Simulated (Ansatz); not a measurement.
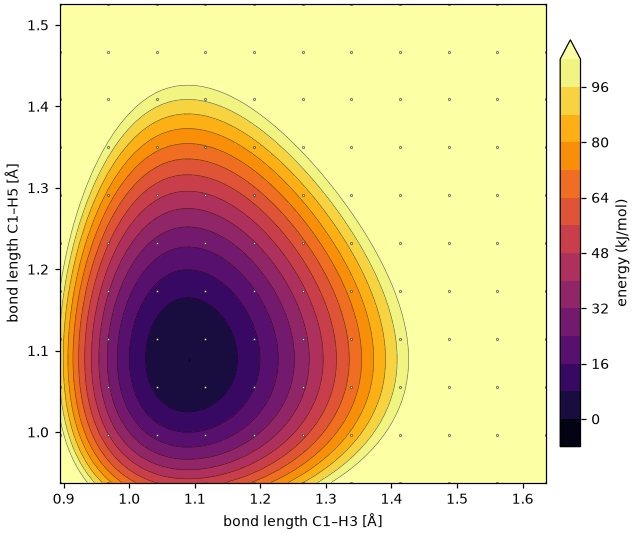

CH₄As, SMILES C[AsH], spin multiplicity 2. Coordinates scanned: (1) bond length C1–H3; (2) bond length C1–H5. Nothing is relaxed (all other coordinates rigid). Grid: 11 × 11 points. All energies are given in kJ/mol relative to the relaxed molecule at the same level. Method: UHF-MP2, frozen core/def2-TZVP (Ansatz 0.2.0).

In the figure: filled contours, dots at the grid points, one colour for all values above the top of the scale. Between grid points the surface is interpolated.

### Estimate the position of the minimum and the force constants in these coordinates.

The interpolated minimum is at bond length C1–H3 ≈ 1.090 Å, bond length C1–H5 ≈ 1.090 Å. The curvatures there are about 34 eV/Å² and 34 eV/Å², with a cross term of about 0 eV/Å². Round the minimum the contours are nearly round: the two directions are equally stiff and uncoupled. (1 eV is 96.5 kJ/mol.)
